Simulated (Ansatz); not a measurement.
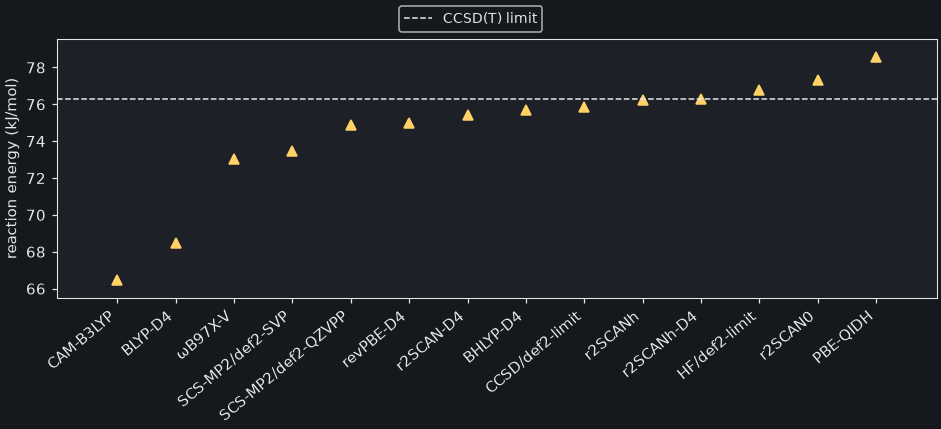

Electronic reaction energy of AlNH₂Br₂ ([NH2][Al]([Br])[Br]) + NH₃ (N) → AlN₂H₄Br ([NH2][Al]([NH2])[Br]) + HBr (Br) (SMILES in brackets) at several levels (functionals in def2-TZVPP unless a basis is named), isolated molecules at PBE0-D4 triple-zeta geometries, minima by their frequencies, no zero-point or thermal terms, the Ansatz code 0.2.0. The line is frozen-core CCSD(T) at the basis limit (MP2 extrapolated from triple and quadruple zeta, plus CCSD(T) less MP2 in a smaller set). PBE-QIDH holds a correlation term that converges slowly with the basis, so part of the distance to the limit is basis error. No dispersion term is added to CAM-B3LYP, r2SCANh, r2SCAN0 and PBE-QIDH. The distance of SCS-MP2/def2-SVP and SCS-MP2/def2-QZVPP to the limit includes basis error.

**What range do the values span, the line included?**

From 66.5 kJ/mol (CAM-B3LYP) to 78.6 kJ/mol (PBE-QIDH).

**Give the values.**

| level | kJ/mol | less CCSD(T) limit |
| --- | --- | --- |
| CAM-B3LYP | 66.5 | −9.8 |
| BLYP-D4 | 68.5 | −7.8 |
| ωB97X-V | 73.0 | −3.3 |
| SCS-MP2/def2-SVP | 73.5 | −2.8 |
| SCS-MP2/def2-QZVPP | 74.9 | −1.4 |
| revPBE-D4 | 75.0 | −1.3 |
| r2SCAN-D4 | 75.4 | −0.9 |
| BHLYP-D4 | 75.7 | −0.6 |
| CCSD/def2-limit | 75.9 | −0.4 |
| r2SCANh | 76.2 | −0.1 |
| r2SCANh-D4 | 76.3 | 0.0 |
| HF/def2-limit | 76.8 | 0.5 |
| r2SCAN0 | 77.3 | 1.0 |
| PBE-QIDH | 78.6 | 2.3 |
| CCSD(T) limit | 76.3 | 0.0 |

Caveats: no scalar relativity up to krypton; outer-core shells are correlated without core-valence functions, which makes the correlated values less sure.
